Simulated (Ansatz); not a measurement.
The starting structures come from a database of crystals and need not be the phases stable at ambient conditions.

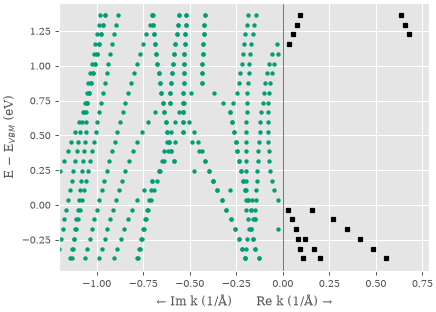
*Complex bands at the centre of the two-dimensional zone; r2SCAN in Ansatz (an electronic-structure program)*

The gap is the functional's own, uncorrected, and κ follows it; spin-orbit coupling is left out. Mid-gap values are interpolated between the computed energies.

Question: This is Ga₂HgTe₄ (I-4, not sure to be the ambient phase, 7 atoms a cell, 32.8 Å³ an atom) along the normal of (110). Read off the slowest decay at the centre of the two-dimensional zone at 0.53 eV, the computed energy nearest the middle of the gap.

Answer: κ ≈ 0.08 1/Å, a decay length 1/(2κ) of the density of 6.2 Å.
